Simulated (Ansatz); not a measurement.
A series of calculations on C$_{3}$H$_{9}$NSi

## 1. Relaxation

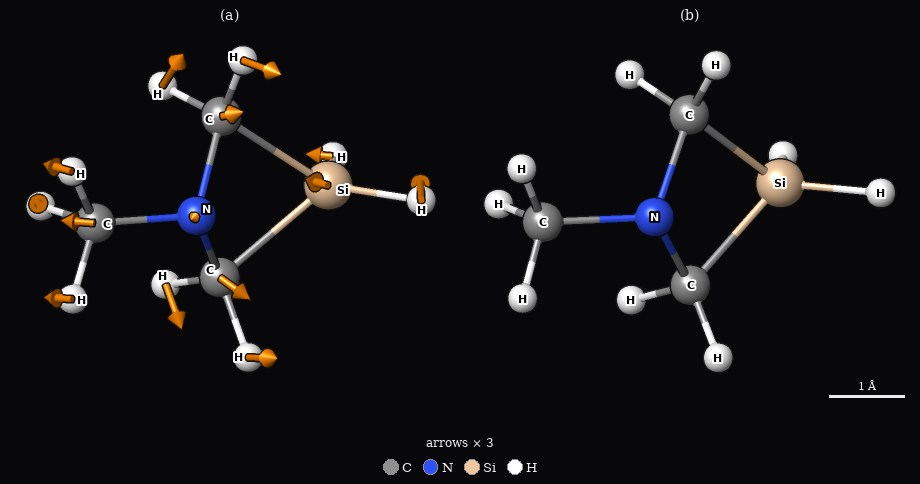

The structure of C$_{3}$H$_{9}$NSi before (left) and after (right) a relaxation, at one scale. The orange arrows give the displacements, 3 times their true length.

The picture is a ball-and-stick view, seen at a tilt.

The run prepares an end point of a later path (torsion) calculation, from a guessed geometry.

These are results of Ansatz 0.2.0, RKS B3LYP-D4/STO-3G, not measurements. Set-up: no spin polarisation; force threshold 0.015 eV/Å; at most 40 steps.

Summarise the run.

Answer. The largest move after the best rigid fit is that of an H atom, 0.32 Å. Largest moves by element: H 0.32 Å, C 0.19 Å, Si 0.17 Å, N 0.05 Å. Among the contacts that change: C–N 1.395 → 1.509 Å, H–Si 1.556 → 1.447 Å, C–N 1.468 → 1.545 Å, C–H 1.161 → 1.103 Å. Bond angles that change, for instance: Si–C–H 112.1° → 120.8°, H–Si–H 118.0° → 110.2°, C–Si–H 110.5° → 117.5°. Over 6 geometry steps the energy falls by 25.7 kcal/mol. Largest force component: 5.9 eV/Å at the start, 0.014 eV/Å at the end. The run took of the order of 22 core-seconds on a shared host.

Limits of the set-up: STO-3G is a minimal basis, so the numbers are rough.

## 2. Relaxation

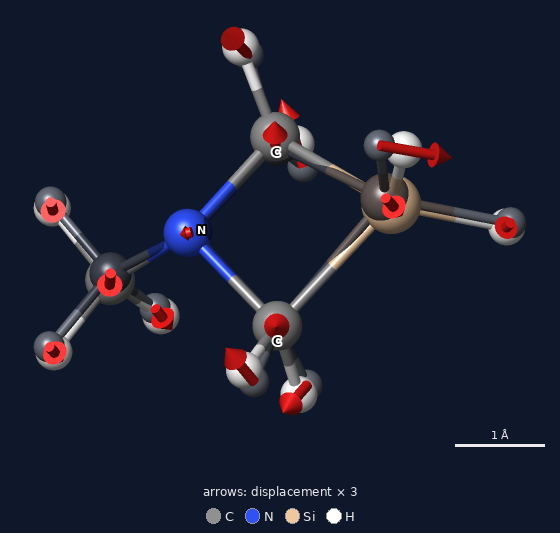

A relaxation of C3H9NSi. The starting structure is drawn faded, the final one solid; red arrows show the displacements, 3 times their true length. The two geometries are superimposed by the best rigid fit.

The picture is a ball-and-stick view, seen at a tilt.

The run prepares an end point of a later path (torsion) calculation, from a guessed geometry.

Level of theory: RKS B3LYP-D4/STO-3G in Ansatz. Set-up: no spin polarisation; force threshold 0.015 eV/Å; at most 40 steps.

> Which element moves most?

Hydrogen: up to 0.31 Å, against 0.19 Å for carbon.

> What did the optimiser do to the structure, and how much energy did it gain?

An H atom moves most after the best rigid fit: 0.31 Å. By element the largest moves are H 0.31 Å, C 0.19 Å, Si 0.16 Å, N 0.05 Å. Near-neighbour distances that change, for instance: C–N 1.395 → 1.508 Å, H–Si 1.556 → 1.447 Å, C–N 1.468 → 1.544 Å, C–H 1.161 → 1.103 Å. Bond angles that change, for instance: Si–C–H 112.1° → 120.7°, H–Si–H 118.0° → 110.1°, N–C–H 115.9° → 108.8°. After 7 geometry steps the energy has fallen by 109.3 kJ/mol. Largest force component: 6.1 eV/Å at the start, 0.0075 eV/Å at the end.

Limits of the set-up: STO-3G is a minimal basis, so the numbers are rough.

## 3. Path

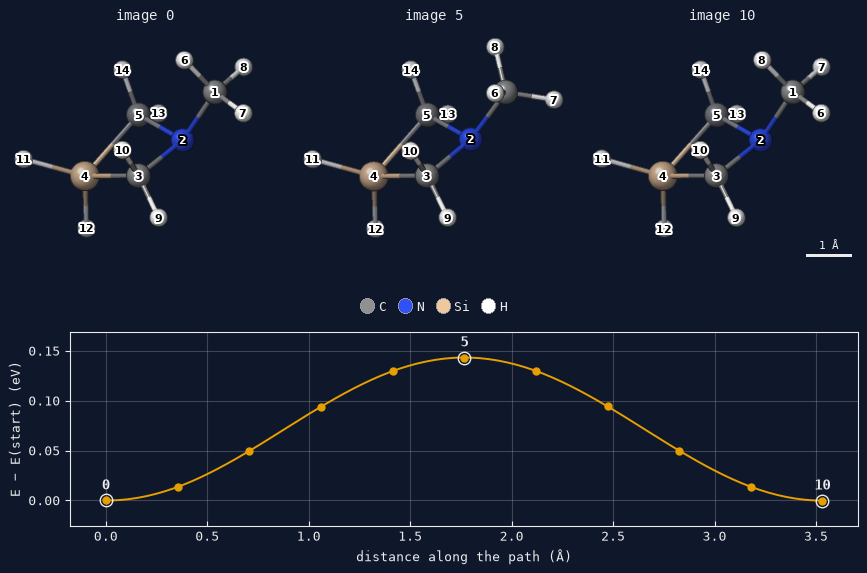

A nudged-elastic-band calculation for C3H9NSi. Images are numbered from 0 (start) to 10 (end). A ball-and-stick model, seen from a free direction.

Method: RKS B3LYP-D4/STO-3G (Ansatz 0.2.0).

Input
```yaml
crystal:
  periodic: [false, false, false]
  atoms:
    - { symbol: C, position_ang: [-0.520169, 1.745471, -0.336038] }
    - { symbol: "N", position_ang: [0.430221, 0.58761, -0.154142] }
    - { symbol: C, position_ang: [0.26397, -0.110898, 1.213858] }
    - { symbol: Si, position_ang: [0.508323, -1.762124, 0.34357] }
    - { symbol: C, position_ang: [0.105188, -0.602742, -1.083691] }
    - { symbol: H, position_ang: [-1.588175, 1.466118, -0.205751] }
    - { symbol: H, position_ang: [-0.271434, 2.529989, 0.400234] }
    - { symbol: H, position_ang: [-0.388185, 2.159021, -1.351407] }
    - { symbol: H, position_ang: [1.002318, 0.257041, 1.946687] }
    - { symbol: H, position_ang: [-0.748038, 0.018794, 1.644168] }
    - { symbol: H, position_ang: [-0.436872, -2.8187, 0.635418] }
    - { symbol: H, position_ang: [1.857057, -2.2813, 0.361512] }
    - { symbol: H, position_ang: [0.730353, -0.586313, -1.992863] }
    - { symbol: H, position_ang: [-0.957758, -0.631069, -1.392654] }
basis:
  gaussian: { orbitals: STO-3G }
hamiltonian:
  xc: b3lyp
  dispersion: d4
neb:
  order_check: false
  images: 9
  f_tol: 0.03
  max_iterations: 43
  initial_path: idpp
  final_atoms:
    - { symbol: C, position_ang: [-0.52300607, 1.75186799, -0.2974882] }
    - { symbol: "N", position_ang: [0.42875025, 0.60392331, -0.06997372] }
    - { symbol: C, position_ang: [0.12668746, -0.17503695, 1.22896498] }
    - { symbol: Si, position_ang: [0.50672681, -1.76928094, 0.30283693] }
    - { symbol: C, position_ang: [0.24653951, -0.53612669, -1.09572207] }
    - { symbol: H, position_ang: [-0.37790243, 2.49912588, 0.50254419] }
    - { symbol: H, position_ang: [-0.2884107, 2.22337892, -1.26820977] }
    - { symbol: H, position_ang: [-1.59201335, 1.44704259, -0.30398207] }
    - { symbol: H, position_ang: [0.77176381, 0.1612331, 2.05864476] }
    - { symbol: H, position_ang: [-0.92921119, -0.08729424, 1.55086186] }
    - { symbol: H, position_ang: [-0.44366498, -2.85370418, 0.42265849] }
    - { symbol: H, position_ang: [1.85415863, -2.27086911, 0.45036321] }
    - { symbol: H, position_ang: [0.97657129, -0.45691145, -1.91932685] }
    - { symbol: H, position_ang: [-0.77019003, -0.56645022, -1.53327074] }
```

Run as
```bash
ansatz run input.yaml --threads 1 --pin off --max-ram 2048MiB --backend cpu --events-out ev --progress --plain --runs-dir out
```

### Read off the barrier and say what moves.

The barrier is about 0.143 eV in both directions, with image 5 at the top; the ends have the same energy. The motion is a rotation about the C1–N2 bond by about 120°. No bond forms or breaks between the ends. Among the angles between lasting bonds that change up to the highest image: N2–C1–H6 113.5° → 111.1°, N2–C1–H8 108.8° → 111.1°. The band is converged. At the top, the vibrational analysis gives one imaginary mode (234i cm⁻¹), as a transition state must have.

Limits of the set-up: STO-3G is a minimal basis, so the numbers are rough.

The run took about 120 core-seconds on a shared host.
